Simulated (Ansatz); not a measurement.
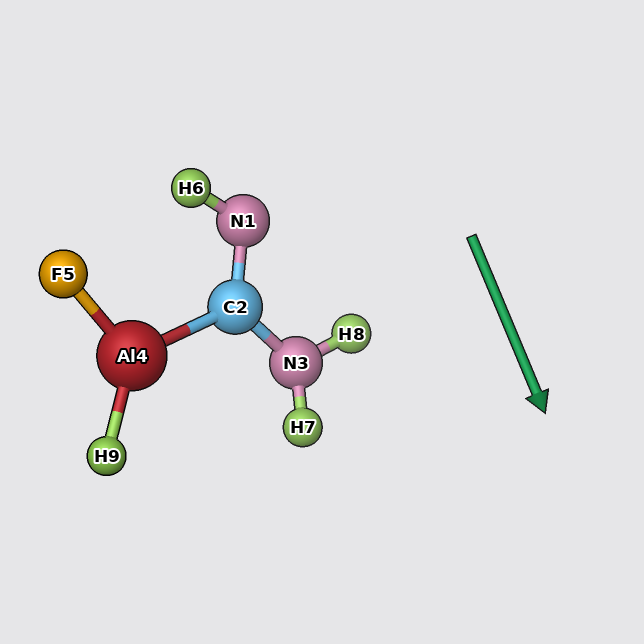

The arrow beside the molecule shows the direction of the dipole moment, from the negative to the positive end (its length means nothing). The computed structure is the end point of a PBE-D4/def2-SVP optimisation. No frequency run is at hand to confirm it as a minimum. Method: RKS PBE-D4/def2-SVP (Ansatz 0.2.0).

How large is the dipole moment?

Answer. 2.97 D; it points from the side of H6 to the side of H7 (the outermost atoms at the two ends).
